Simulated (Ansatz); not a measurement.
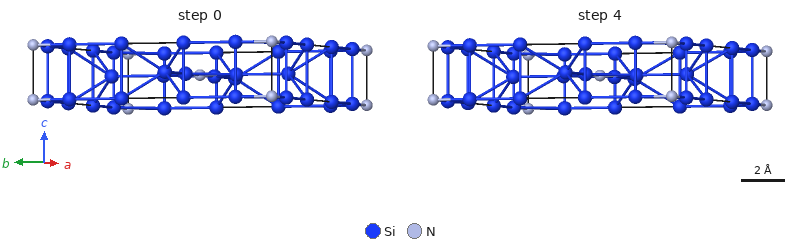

The structure of crystalline Si$_{8}$N (a generated structure, set up in I4/mmm) (coarse preliminary run) before (left) and after (right) a relaxation, at one scale.

The picture is a ball-and-stick view of the conventional cell (2 times the calculation's cell), seen from a free direction. Lengths and directions refer to the drawn axes.

Level of theory: DFT PBE, scalar-relativistic, plane waves, PAW in Ansatz.

Input file:
```yaml
crystal:
  lattice:
    - [-6.0387222413, 6.0387222413, 1.2902480606]
    - [6.0387222413, -6.0387222413, 1.2902480606]
    - [6.0387222413, 6.0387222413, -1.2902480606]
  atoms:
    - { symbol: Si, position: [0.0, 0.629969457, 0.629969457] }
    - { symbol: Si, position: [0.0, 0.370030543, 0.370030543] }
    - { symbol: Si, position: [0.370030543, 0.0, 0.370030543] }
    - { symbol: Si, position: [0.629969457, 0.0, 0.629969457] }
    - { symbol: Si, position: [0.0, 0.1520936597, 0.1520936597] }
    - { symbol: Si, position: [0.0, 0.8479063403, 0.8479063403] }
    - { symbol: Si, position: [0.8479063403, 0.0, 0.8479063403] }
    - { symbol: Si, position: [0.1520936597, 0.0, 0.1520936597] }
    - { symbol: "N", position: [0.0, 0.0, 0.0] }
basis:
  ecutwfc: 420
kpoints:
  mp_grid: { grid: [6, 6, 6] }
hamiltonian:
  xc: pbe
scf:
  occupations: { method: gaussian, width: 0.1 }
  lower_state_search: "off"
output:
  forces: true
  stress: true
  eigenvalues: true
relax:
  adjacent_minimum: "off"
  f_tol: 0.04
  max_steps: 70
  cell: { stress_tol: 0.4 }
```

Launched with:
```bash
ansatz run input.yaml --threads 1 --pin off --max-ram 2560MiB --backend cpu --events-out ev --progress --plain --runs-dir out
```

Q: What changed between the two?

A: The largest moves relative to the cell, 0.072 Å, are those of Si1, Si2, Si3 and Si4. Si2 goes along −a. N stays in place. The drawn cell changes as follows: a = b 12.077 → 12.068 Å (−0.1 %), c 2.580 → 2.534 Å (−1.8 %); the volume changes by −1.9 %. Near-neighbour distances that change, for instance: Si1–Si6 2.632 → 2.551 Å, Si1–Si3 2.568 → 2.643 Å, Si1–Si1 2.580 → 2.534 Å, Si5–Si7 2.598 → 2.607 Å. The space group stays I4/mmm (No. 139). Over 3 accepted moves (4 points after the start) the energy falls by 0.156 eV per cell of the calculation. The largest force component goes from 0.82 to 0.023 eV/Å. Pressure: −0.20 GPa at the start and −0.04 GPa at the end. At 1 point the geometry stayed and the basis and grid were re-selected for the new cell (energy shift of 1.4 meV per cell of the calculation at most each time).
